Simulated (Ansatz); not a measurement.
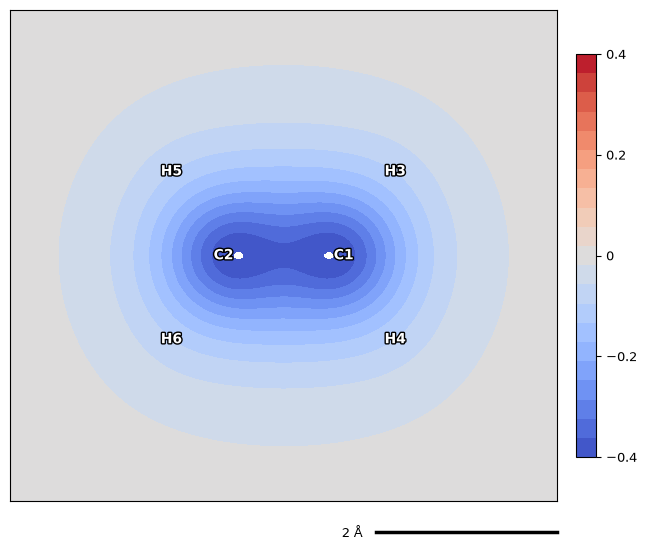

C2H4 (SMILES [CH2][CH2-]) (charge −1, doublet). The HOMO−1 (α) on a plane 0.8 Å above the molecular plane (values in Å⁻³ᐟ²; the overall sign is arbitrary).

Geometry: r2SCAN-D4/def2-TZVPD; the highest occupied orbital lies above zero, a sign that basis and functional describe the outermost electron poorly.

The calculation used isolated molecule in a Gaussian basis; Kohn-Sham density functional theory, functional PBE0 in Ansatz.

```xyz
6

C    -0.7666   -0.0657   -1.2710
C    -0.2279    0.6165   -0.2676
H    -1.8181    0.0418   -1.5372
H    -0.1798   -0.7618   -1.8703
H    -0.8146    1.3126    0.3317
H     0.8236    0.5088   -0.0015
```

### What is the character of this orbital?

It lies mainly on C1 (about 45 %) and C2 (about 45 %); it changes sign across the molecular plane (π type); it is ungerade (odd under inversion); π-bonding across C1–C2. Its energy is −3.29 eV.
